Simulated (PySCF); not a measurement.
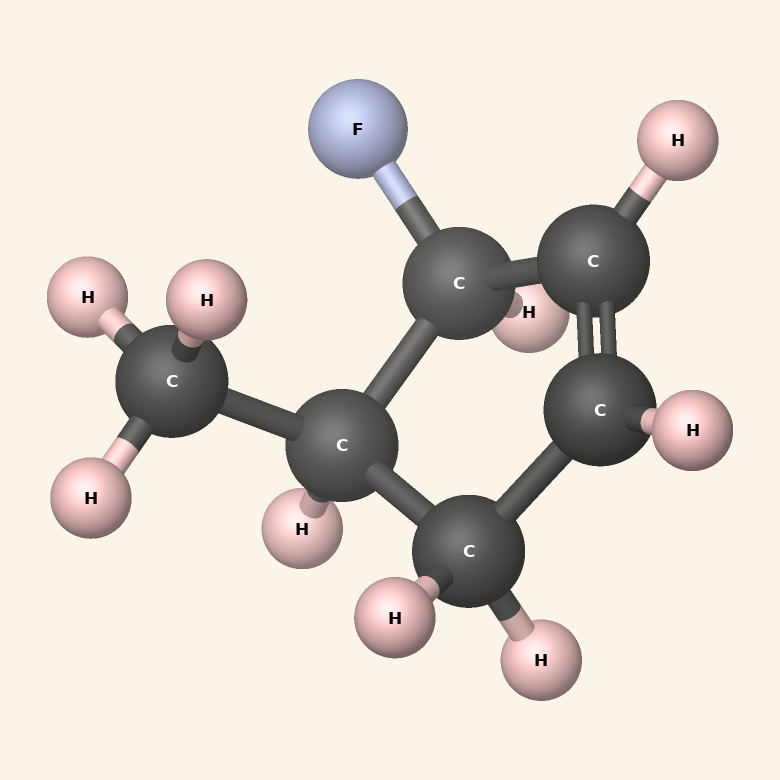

Ball-and-stick drawing of a structure. Double and triple bonds are drawn as two and three sticks.

Computed geometry: PBE0-D3(BJ)/def2-SVP optimisation. No frequency run is at hand to confirm it as a minimum.

What is the molecular formula?

C₆H₉F, 16 atoms: 6 carbon, 9 hydrogen and 1 fluorine.

Give a SMILES string for it.

C[C@@H]1CC=C[C@@H]1F

Count the bonded pairs by element.

9 C–H, 6 C–C, 1 C–F.

Describe its rings.

Independent rings (smallest set): 1 of 5 members.

Name some functional groups or characteristic bonds that it holds.

Among them: alkene, C–F bond.

More results for the same structure follow; atom numbers are the same in all pictures, views and colours differ.

## Shape

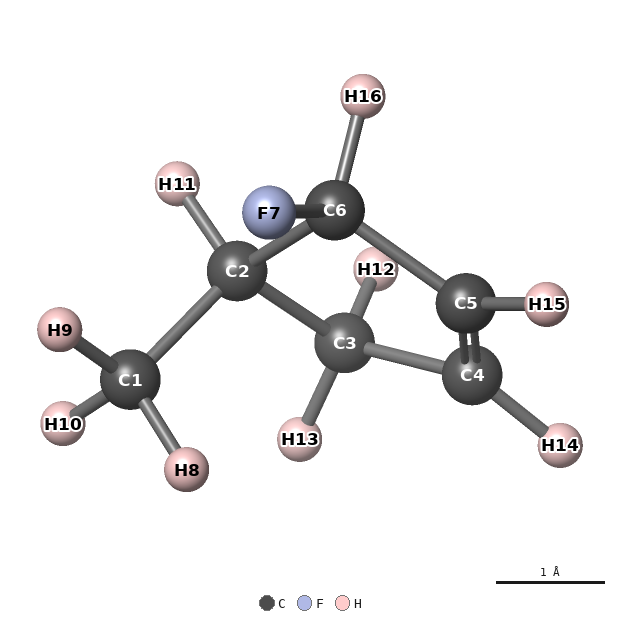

Numbered structure. No frequency run is at hand to confirm it as a minimum.

List the bonds and their lengths.

| bond | length (Å) | order |
| --- | --- | --- |
| C1–C2 | 1.523 | single |
| C1–H8 | 1.101 | single |
| C1–H9 | 1.098 | single |
| C1–H10 | 1.100 | single |
| C2–C3 | 1.544 | single |
| C2–C6 | 1.544 | single |
| C2–H11 | 1.101 | single |
| C3–C4 | 1.502 | single |
| C3–H12 | 1.105 | single |
| C3–H13 | 1.103 | single |
| C4–C5 | 1.335 | double |
| C4–H14 | 1.093 | single |
| C5–C6 | 1.499 | single |
| C5–H15 | 1.092 | single |
| C6–F7 | 1.380 | single |
| C6–H16 | 1.107 | single |

## Polarisability

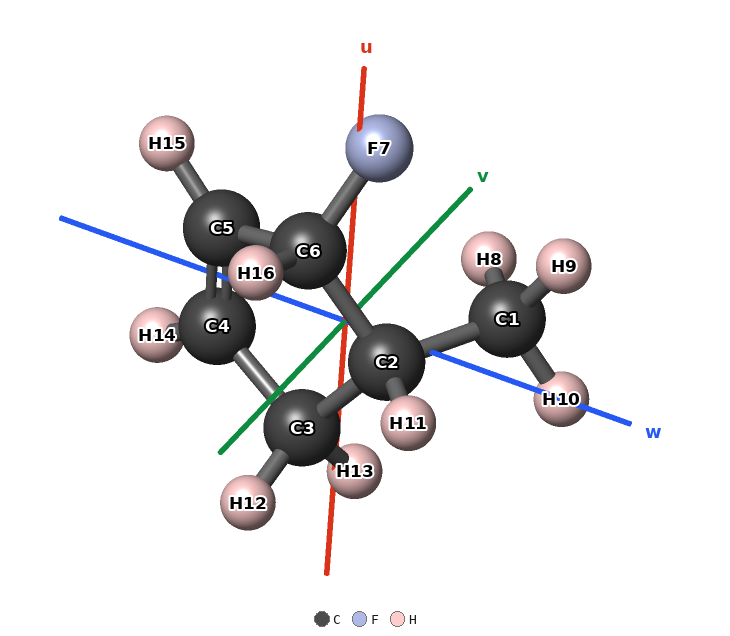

The lines u, v and w are the principal axes of the static dipole polarisability. No frequency run is at hand to confirm it as a minimum. Level of theory: ωB97X-D/def2-SVPD in chloroform (IEF-PCM) (PySCF 2.14.0).

Along which axis is the molecule most polarisable, and along which least?

Most along u (nearly parallel to the C4–C5 bond), least along v.

Give the three principal values.

u 95.6, v 74.4, w 85.4 bohr³; mean 85.1, anisotropy 18.4 bohr³.

## Ring current

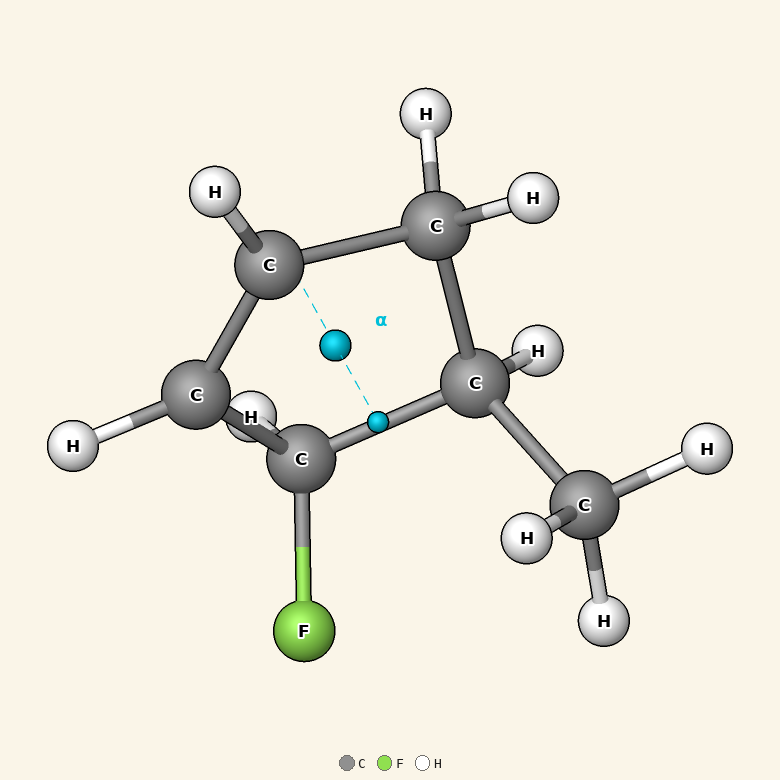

The small points mark where nucleus-independent chemical shifts (NICS) were computed: at the centre of each lettered ring and 1 Å above and below it. No frequency run is at hand to confirm it as a minimum. Level of theory: GIAO B97-2/pcSseg-1 NMR shielding, non-relativistic, gas phase (PySCF 2.14.0).

Give NICS(0), NICS(1) and the out-of-plane component NICS(1)zz for each ring (means of the two sides).

```
ring  members  NICS(0)  NICS(1)  NICS(1)zz
   α       C5     −3.4     −3.9       −3.6
```

Values in ppm.

What do the values say about the ring currents?

Ring α: weak, as in a non-aromatic ring. NICS is one index among several.

## Excitation

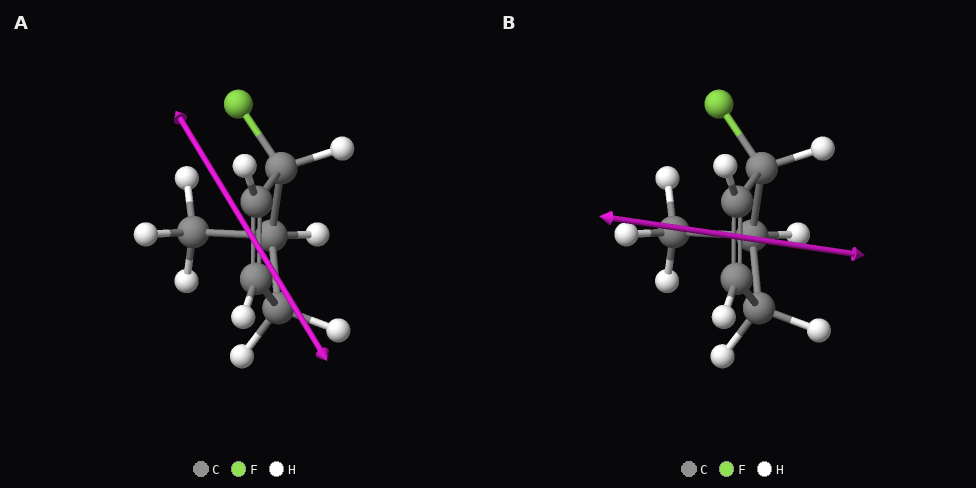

The double arrows show the directions of two transition dipoles from the ground state (lengths mean nothing). No frequency run is at hand to confirm it as a minimum. Properties computed with TDDFT ωB97X-D/def2-SVPD, vertical, gas phase, core orbitals frozen in the response (PySCF 2.14.0).

One belongs to singlet state 2 and one to singlet state 4. Which is which?

A: state 2, 7.43 eV (167 nm), oscillator strength 0.017, mainly HOMO → LUMO+1 (weight 0.82).
B: state 4, 8.21 eV (151 nm), oscillator strength 0.048, mainly HOMO → LUMO+2 (weight 0.64).
